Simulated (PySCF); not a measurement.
C₂H₇Si, SMILES [SiH2]([CH2])C, doublet at its CAM-B3LYP/def2-SVP optimised geometry (Å):

```
10

C     -1.5490    -1.0968    -1.4706
Si    -0.8809    -0.1897     0.0000
C      0.9968    -0.1897     0.0000
H     -2.6226    -1.2204    -1.6498
H     -0.9079    -1.5520    -2.2334
H     -1.3893     1.2170     0.0000
H     -1.3906    -0.8207     1.2565
H      1.3906    -1.2170     0.0305
H      1.3906     0.3496     0.8746
H      1.3905     0.2993    -0.9041
```

Method: unrestricted CAM-B3LYP/def2-TZVP (PySCF 2.14.0). Cells within 0.4 Å of a nucleus heavier than hydrogen are left out (blank, or x).

Map of the log10 of the electron density (e/bohr³), floored at −4 on the plane z = 0.0 Å:

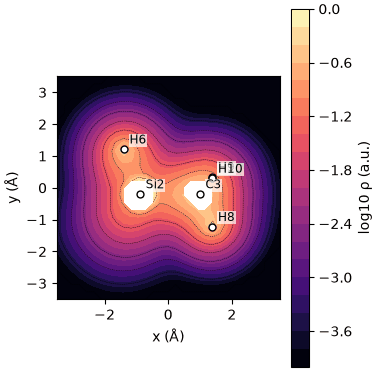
Log10 of the electron density (e/bohr³), floored at −4 on the plane z = 0.0 Å.
